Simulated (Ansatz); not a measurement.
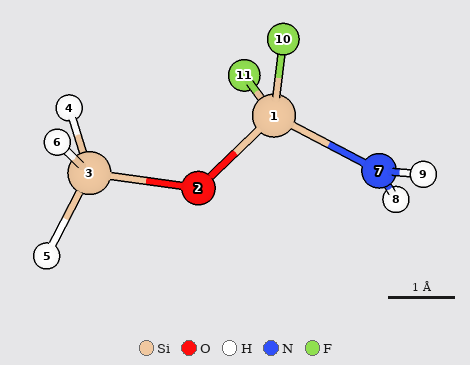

Figure 1. The starting structure (ball-and-stick view, seen at a tilt; atoms are numbered from 1 in the order of the input). Bond lengths as drawn: F–Si 1.59 Å, H–N 1.06 Å, H–Si 1.46 Å, N–Si 1.82 Å and O–Si 1.68 Å.

## Geometry relaxation, with input and output: Si₂NH₅OF₂ (part 1 of 3)

Si₂NH₅OF₂, computed with RKS PBE-D4/STO-3G (Ansatz 0.2.0).

It belongs to a series of runs on one base structure; here: start relaxed. Figures and captions count atoms from 1; the log counts them from 0 in places.

The input:
```yaml
crystal:
  periodic: [false, false, false]
  atoms:
    - { symbol: Si, position_ang: [0.0, 0.0, 0.0] }
    - { symbol: O, position_ang: [0.0, 0.0, 1.68] }
    - { symbol: Si, position_ang: [-1.3147, -0.4067, 2.6436] }
    - { symbol: H, position_ang: [-2.239, -1.2403, 1.8804] }
    - { symbol: H, position_ang: [-0.8506, -1.1432, 3.8157] }
    - { symbol: H, position_ang: [-1.9987, 0.8095, 3.0733] }
    - { symbol: "N", position_ang: [1.7163, 0.0, -0.6061] }
    - { symbol: H, position_ang: [2.2145, -0.918, -0.7868] }
    - { symbol: H, position_ang: [2.2175, 0.918, -0.7783] }
    - { symbol: F, position_ang: [-0.7489, 1.2974, -0.5295] }
    - { symbol: F, position_ang: [-0.7489, -1.2974, -0.5295] }
basis:
  gaussian: { orbitals: STO-3G }
hamiltonian:
  xc: pbe
  dispersion: d4
relax:
  f_tol: 0.02
  max_steps: 40
output:
  orbitals: {}
```

Launched with:
```bash
ansatz run input.yaml --threads 1 --pin off --max-ram 2048MiB --backend cpu --events-out ev --progress --plain --runs-dir out
```

Output:
```
The last accepted step is kept in [file] (removed where the run ends without a failure and the disk answers)
Engine: ansatz 0.2.0, aarch64-unknown-linux-gnu
Functional definition: PBE
  parameter kappa = 0.804
  parameter beta = 0.06672455060314922
  exchange = pbe_x(kappa = kappa, mu = beta*pi^2/3)
  correlation = pbe_c(beta = beta)
604 factors; integrals over basis functions are off by at most 9.6e-6 eV
mean field evaluation 1: about -24476.0768 eV, gradient 4.0e1 eV
mean field evaluation 2: about -24471.7411 eV, gradient 5.8e1 eV
mean field evaluation 4: about -24481.3285 eV, gradient 2.9e0 eV
mean field evaluation 8: about -24481.2940 eV, gradient 3.5e-2 eV
mean field -24481.29401606 eV, -899.6709610732 hartree, gradient 7.7e-5 eV, S^2 0.000000; 0 other end points of the search recorded, 0 dependent functions left out
the calculation of the forces begins
reference -24481.29403977 eV, -899.6709619443 hartree; 33, 33 occupied and 10, 10 virtual orbitals, 604 factors
relax step   1: F+E_penalty+E_count = -24481.54842884 eV  Δ(F+E_penalty+E_count) = +0.000e0 eV  max|allowed force component| = 4.031e0 eV/Å  Δτ_max = 0.0000 Å  (23 SCF iters, accepted)
these checks for a lower state are left out or cut short: starts, cluster_reference, orbital_swaps, neighbouring_geometries, increment
604 factors; integrals over basis functions are off by at most 1.0e-5 eV
mean field evaluation 16: about -24481.6424 eV, gradient 4.1e-2 eV
mean field -24481.58527601 eV, -899.6816646787 hartree, gradient 2.1e-5 eV, S^2 0.000000; 0 other end points of the search recorded, 0 dependent functions left out
[... from here on the field's lines of each further geometry are left out, up to the last ...]
relax step   2: F+E_penalty+E_count = -24481.83965053 eV  Δ(F+E_penalty+E_count) = -2.912e-1 eV  max|allowed force component| = 2.130e0 eV/Å  Δτ_max = 0.0627 Å  (26 SCF iters, accepted)
relax step   3: F+E_penalty+E_count = -24481.92987530 eV  Δ(F+E_penalty+E_count) = -9.022e-2 eV  max|allowed force component| = 3.540e-1 eV/Å  Δτ_max = 0.0572 Å  (27 SCF iters, accepted)
relax step   4: F+E_penalty+E_count = -24481.96784486 eV  Δ(F+E_penalty+E_count) = -3.797e-2 eV  max|allowed force component| = 2.668e-1 eV/Å  Δτ_max = 0.1965 Å  (27 SCF iters, accepted)
relax step   5: F+E_penalty+E_count = -24481.98697000 eV  Δ(F+E_penalty+E_count) = -1.913e-2 eV  max|allowed force component| = 4.889e-1 eV/Å  Δτ_max = 0.1950 Å  (33 SCF iters, accepted)
relax step   6: F+E_penalty+E_count = -24482.00854955 eV  Δ(F+E_penalty+E_count) = -2.158e-2 eV  max|allowed force component| = 2.763e-1 eV/Å  Δτ_max = 0.0431 Å  (26 SCF iters, accepted)
relax step   7: F+E_penalty+E_count = -24482.02822396 eV  Δ(F+E_penalty+E_count) = -1.967e-2 eV  max|allowed force component| = 4.546e-1 eV/Å  Δτ_max = 0.2000 Å  (33 SCF iters, accepted)
relax step   8: F+E_penalty+E_count = -24482.03682879 eV  Δ(F+E_penalty+E_count) = -8.605e-3 eV  max|allowed force component| = 4.570e-1 eV/Å  Δτ_max = 0.1037 Å  (26 SCF iters, accepted)
relax step   9: F+E_penalty+E_count = -24482.04481271 eV  Δ(F+E_penalty+E_count) = -7.984e-3 eV  max|allowed force component| = 1.035e-1 eV/Å  Δτ_max = 0.0409 Å  (27 SCF iters, accepted)
relax step  10: F+E_penalty+E_count = -24482.04682439 eV  Δ(F+E_penalty+E_count) = -2.012e-3 eV  max|allowed force component| = 4.627e-2 eV/Å  Δτ_max = 0.0280 Å  (27 SCF iters, accepted)
relax step  11: F+E_penalty+E_count = -24482.04708150 eV  Δ(F+E_penalty+E_count) = -2.571e-4 eV  max|allowed force component| = 3.635e-2 eV/Å  Δτ_max = 0.0073 Å  (22 SCF iters, accepted)
relax step  12: F+E_penalty+E_count = -24482.04723233 eV  Δ(F+E_penalty+E_count) = -1.508e-4 eV  max|allowed force component| = 1.747e-2 eV/Å  Δτ_max = 0.0174 Å  (27 SCF iters, accepted)
relax step  13: F+E_penalty+E_count = -24482.04736320 eV  Δ(F+E_penalty+E_count) = -1.309e-4 eV  max|allowed force component| = 2.351e-2 eV/Å  Δτ_max = 0.0289 Å  (27 SCF iters, accepted)
relax step  14: F+E_penalty+E_count = -24482.04742961 eV  Δ(F+E_penalty+E_count) = -6.641e-5 eV  max|allowed force component| = 2.164e-2 eV/Å  Δτ_max = 0.0075 Å  (20 SCF iters, accepted)
relax step  15: F+E_penalty+E_count = -24482.04758068 eV  Δ(F+E_penalty+E_count) = -1.511e-4 eV  max|allowed force component| = 2.137e-2 eV/Å  Δτ_max = 0.0314 Å  (25 SCF iters, accepted)
relax step  16: F+E_penalty+E_count = -24482.04764781 eV  Δ(F+E_penalty+E_count) = -6.713e-5 eV  max|allowed force component| = 3.995e-2 eV/Å  Δτ_max = 0.0224 Å  (26 SCF iters, accepted)
relax step  17: F+E_penalty+E_count = -24482.04774716 eV  Δ(F+E_penalty+E_count) = -9.935e-5 eV  max|allowed force component| = 6.426e-2 eV/Å  Δτ_max = 0.0193 Å  (26 SCF iters, accepted)
relax step  18: F+E_penalty+E_count = -24482.04784809 eV  Δ(F+E_penalty+E_count) = -1.009e-4 eV  max|allowed force component| = 5.840e-2 eV/Å  Δτ_max = 0.0129 Å  (27 SCF iters, accepted)
relax step  19: F+E_penalty+E_count = -24482.04800254 eV  Δ(F+E_penalty+E_count) = -1.545e-4 eV  max|allowed force component| = 4.246e-2 eV/Å  Δτ_max = 0.0358 Å  (26 SCF iters, accepted)
relax step  20: F+E_penalty+E_count = -24482.04809545 eV  Δ(F+E_penalty+E_count) = -9.291e-5 eV  max|allowed force component| = 6.478e-2 eV/Å  Δτ_max = 0.0310 Å  (26 SCF iters, accepted)
relax step  21: F+E_penalty+E_count = -24482.04820506 eV  Δ(F+E_penalty+E_count) = -1.096e-4 eV  max|allowed force component| = 5.140e-2 eV/Å  Δτ_max = 0.0091 Å  (22 SCF iters, accepted)
relax step  22: F+E_penalty+E_count = -24482.04842199 eV  Δ(F+E_penalty+E_count) = -2.169e-4 eV  max|allowed force component| = 4.190e-2 eV/Å  Δτ_max = 0.0312 Å  (25 SCF iters, accepted)
relax step  23: F+E_penalty+E_count = -24482.04848514 eV  Δ(F+E_penalty+E_count) = -6.315e-5 eV  max|allowed force component| = 1.063e-1 eV/Å  Δτ_max = 0.0609 Å  (26 SCF iters, accepted)
relax step  24: F+E_penalty+E_count = -24482.04879686 eV  Δ(F+E_penalty+E_count) = -3.117e-4 eV  max|allowed force component| = 5.256e-2 eV/Å  Δτ_max = 0.0071 Å  (22 SCF iters, accepted)
relax step  25: F+E_penalty+E_count = -24482.04926690 eV  Δ(F+E_penalty+E_count) = -4.700e-4 eV  max|allowed force component| = 6.448e-2 eV/Å  Δτ_max = 0.0478 Å  (27 SCF iters, accepted)
relax step  26: F+E_penalty+E_count = -24482.03026542 eV  Δ(F+E_penalty+E_count) = +1.900e-2 eV  max|allowed force component| = 9.278e-1 eV/Å  Δτ_max = 0.1947 Å  (27 SCF iters, rejected (line search))
relax step  27: F+E_penalty+E_count = -24482.04475847 eV  Δ(F+E_penalty+E_count) = +4.508e-3 eV  max|allowed force component| = 5.070e-1 eV/Å  Δτ_max = 0.0974 Å  (26 SCF iters, rejected (line search))
relax step  28: F+E_penalty+E_count = -24482.04986126 eV  Δ(F+E_penalty+E_count) = -5.944e-4 eV  max|allowed force component| = 3.424e-2 eV/Å  Δτ_max = 0.0475 Å  (26 SCF iters, accepted)
relax step  29: F+E_penalty+E_count = -24482.04893659 eV  Δ(F+E_penalty+E_count) = +9.247e-4 eV  max|allowed force component| = 2.761e-1 eV/Å  Δτ_max = 0.0976 Å  (25 SCF iters, rejected (line search))
relax step  30: F+E_penalty+E_count = -24482.04986208 eV  Δ(F+E_penalty+E_count) = -8.196e-7 eV  max|allowed force component| = 6.181e-2 eV/Å  Δτ_max = 0.0488 Å  (27 SCF iters, accepted)
relax step  31: F+E_penalty+E_count = -24482.05116922 eV  Δ(F+E_penalty+E_count) = -1.307e-3 eV  max|allowed force component| = 8.717e-2 eV/Å  Δτ_max = 0.0488 Å  (27 SCF iters, accepted)
relax step  32: F+E_penalty+E_count = -24482.05148553 eV  Δ(F+E_penalty+E_count) = -3.163e-4 eV  max|allowed force component| = 1.632e-1 eV/Å  Δτ_max = 0.0564 Å  (26 SCF iters, accepted)
relax step  33: F+E_penalty+E_count = -24482.05233542 eV  Δ(F+E_penalty+E_count) = -8.499e-4 eV  max|allowed force component| = 1.028e-1 eV/Å  Δτ_max = 0.0170 Å  (27 SCF iters, accepted)
relax step  34: F+E_penalty+E_count = -24482.05331501 eV  Δ(F+E_penalty+E_count) = -9.796e-4 eV  max|allowed force component| = 1.556e-1 eV/Å  Δτ_max = 0.1000 Å  (26 SCF iters, accepted)
relax step  35: F+E_penalty+E_count = -24482.03251335 eV  Δ(F+E_penalty+E_count) = +2.080e-2 eV  max|allowed force component| = 9.661e-1 eV/Å  Δτ_max = 0.0761 Å  (27 SCF iters, rejected (line search))
relax step  36: F+E_penalty+E_count = -24482.05532863 eV  Δ(F+E_penalty+E_count) = -2.014e-3 eV  max|allowed force component| = 3.208e-2 eV/Å  Δτ_max = 0.0369 Å  (27 SCF iters, accepted)
relax step  37: F+E_penalty+E_count = -24482.05648031 eV  Δ(F+E_penalty+E_count) = -1.152e-3 eV  max|allowed force component| = 1.217e-1 eV/Å  Δτ_max = 0.1000 Å  (25 SCF iters, accepted)
relax step  38: F+E_penalty+E_count = -24482.05741021 eV  Δ(F+E_penalty+E_count) = -9.299e-4 eV  max|allowed force component| = 1.237e-1 eV/Å  Δτ_max = 0.0459 Å  (27 SCF iters, accepted)
relax step  39: F+E_penalty+E_count = -24482.05801959 eV  Δ(F+E_penalty+E_count) = -6.094e-4 eV  max|allowed force component| = 5.062e-2 eV/Å  Δτ_max = 0.0143 Å  (27 SCF iters, accepted)
the calculation of the forces begins
reference -24481.80546775 eV, -899.6897565761 hartree; 33, 33 occupied and 10, 10 virtual orbitals, 606 factors
relax step  40: F+E_penalty+E_count = -24482.05882283 eV  Δ(F+E_penalty+E_count) = -8.032e-4 eV  max|allowed force component| = 1.656e-2 eV/Å  Δτ_max = 0.0504 Å  (26 SCF iters, accepted)
606 factors; integrals over basis functions are off by at most 1.8e-5 eV
mean field evaluation 288: about -24476.4367 eV, gradient 4.0e1 eV
```

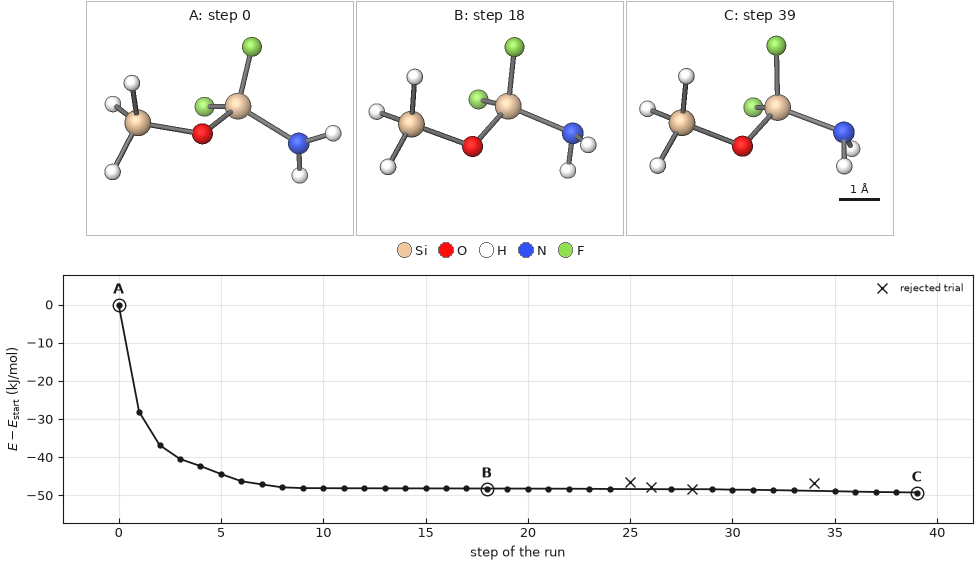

Figure 2. Frames of the relaxation (ball-and-stick view, seen at a tilt) above the curves, on which the letters mark them (the first geometry is step 0 here and step 1 in the log).

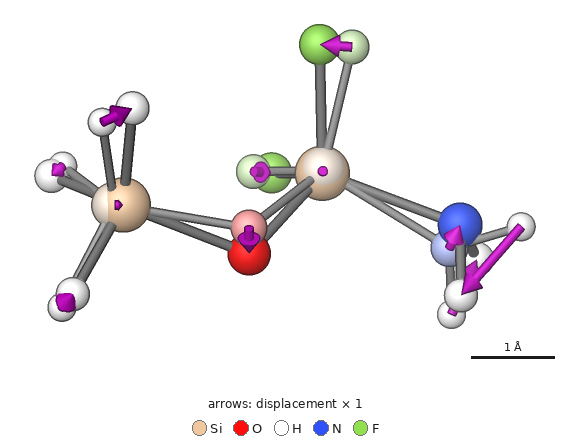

Figure 3. Start (faint) and end (solid) with the displacements as pink arrows, at true length (ball-and-stick view, seen at a tilt). The two geometries are laid on each other by the best rigid fit. After 39 geometry steps the energy has fallen by 49.2 kJ/mol. Largest force component: 4 eV/Å at the start, 0.017 eV/Å at the end. The line search rejected the trial steps at points 25, 26, 28, 34 (counted from 0) and went back. H9 moves most after the best rigid fit: 1.14 Å. By element the largest moves are H 1.14 Å, F 0.40 Å, O 0.39 Å, N 0.35 Å, Si 0.11 Å. Among the contacts that change: Si1–F11 1.589 → 1.649 Å, Si1–F10 1.589 → 1.643 Å, O2–Si3 1.680 → 1.719 Å, Si1–N7 1.820 → 1.789 Å. Among the angles that change: H8–N7–H9 120.0° → 102.6°, Si1–N7–H9 120.0° → 107.2°, Si1–N7–H8 120.0° → 108.3°. (Atoms are counted from 1 in the order of the input.)

```
mean field -24481.80544507 eV, -899.6897557426 hartree, gradient 1.1e-5 eV, S^2 0.000000; 1 other end points of the search recorded, 0 dependent functions left out
the calculation of the forces begins
reference -24481.80546775 eV, -899.6897565761 hartree; 33, 33 occupied and 10, 10 virtual orbitals, 606 factors
Total energy: -24482.05884551 eV, -899.6990680370 hartree
Atom 0 at     0.008187    -0.092782    -0.042426 Å, force     0.014602     0.011916    -0.000162 eV/Å
Atom 1 at     0.193008    -0.323879     1.636746 Å, force     0.004507    -0.003903    -0.001560 eV/Å
Atom 2 at    -1.241119    -0.341836     2.584982 Å, force    -0.004940    -0.001627    -0.005042 eV/Å
Atom 3 at    -2.228337    -1.306914     2.098798 Å, force    -0.000034     0.001444     0.001815 eV/Å
Atom 4 at    -0.824510    -0.724622     3.926628 Å, force    -0.000325     0.000165     0.000960 eV/Å
Atom 5 at    -1.891085     0.967210     2.647113 Å, force     0.000240     0.003072    -0.000348 eV/Å
Atom 6 at     1.627320     0.327421    -0.677127 Å, force    -0.008943    -0.016563     0.007204 eV/Å
Atom 7 at     1.955678    -0.466154    -1.302938 Å, force    -0.003389     0.009724    -0.003838 eV/Å
Atom 8 at     2.306952     0.275096     0.137887 Å, force    -0.003248    -0.000044    -0.001476 eV/Å
Atom 9 at    -1.058888     1.122091    -0.332218 Å, force    -0.002746    -0.002893     0.000845 eV/Å
Atom 10 at    -0.599705    -1.416330    -0.814645 Å, force     0.004276    -0.001291     0.001601 eV/Å
Dipole moment:     0.055310    -0.250210     0.120096 e Å
```

Trajectory as extended XYZ (Å, eV, eV/Å), 40 frames, from step=1 to step=40:
```
11
Properties=species:S:1:pos:R:3:forces:R:3 step=1 energy=-24481.54843
Si    0.0000    0.0000    0.0000    4.0309  -0.0692   0.6076
O     0.0000    0.0000    1.6800    0.8818   0.1976  -0.0391
Si   -1.3147   -0.4067    2.6436   -0.3545  -0.1191  -0.2129
H    -2.2390   -1.2403    1.8804   -0.2670  -0.0812   0.1719
H    -0.8506   -1.1432    3.8157    0.0259   0.0518  -0.0099
H    -1.9987    0.8095    3.0733   -0.1297  -0.0036   0.1200
N     1.7163    0.0000   -0.6061   -2.2832   0.0649   0.6824
H     2.2145   -0.9180   -0.7868   -0.0459   1.2897   0.0730
H     2.2175    0.9180   -0.7783   -0.0349  -1.2927   0.0389
F    -0.7489    1.2974   -0.5295   -0.8808   1.7042  -0.6879
F    -0.7489   -1.2974   -0.5295   -0.9427  -1.7424  -0.7440
11
Properties=species:S:1:pos:R:3:forces:R:3 step=2 energy=-24481.83965
Si    0.0244   -0.0055   -0.0043    2.1302  -0.0043   0.1362
O     0.0382   -0.0126    1.6763    0.4577   0.0684   0.1437
Si   -1.3093   -0.4056    2.6176   -0.4504  -0.1206   0.1205
H    -2.2872   -1.2474    1.9199    0.0273   0.0350   0.0470
H    -0.8431   -1.1220    3.8006    0.0451   0.0033  -0.0340
H    -2.0035    0.7980    3.0784    0.0092   0.0108  -0.0432
N     1.6768    0.0040   -0.6083   -1.4006   0.0013   0.3556
H     2.2112   -0.8721   -0.7712    0.1182   0.2891   0.0244
H     2.2082    0.8825   -0.7662    0.1151  -0.2758   0.0042
F    -0.7303    1.3175   -0.5308   -0.5183   0.9558  -0.3608
F    -0.7379   -1.3176   -0.5493   -0.5336  -0.9629  -0.3936
11
Properties=species:S:1:pos:R:3:forces:R:3 step=3 energy=-24481.92988
Si    0.0377   -0.0153   -0.0049   -0.2797   0.0380   0.0994
O     0.0791   -0.0443    1.6834    0.1935  -0.0179   0.0927
Si   -1.3033   -0.4056    2.6084   -0.1182  -0.0247  -0.0127
H    -2.2831   -1.2447    1.9169   -0.0064  -0.0036   0.0061
H    -0.8303   -1.1179    3.7901   -0.0527   0.0360   0.0403
H    -1.9846    0.8203    3.0292    0.0090  -0.0277   0.0215
N     1.6255    0.0066   -0.6198    0.3540  -0.0323  -0.3006
H     2.2050   -0.8459   -0.7343    0.0008   0.0437   0.0529
H     2.1876    0.8701   -0.7319    0.0060  -0.0037   0.0343
F    -0.7383    1.3420   -0.5091   -0.0595   0.0635  -0.0164
F    -0.7477   -1.3460   -0.5652   -0.0467  -0.0713  -0.0175
```
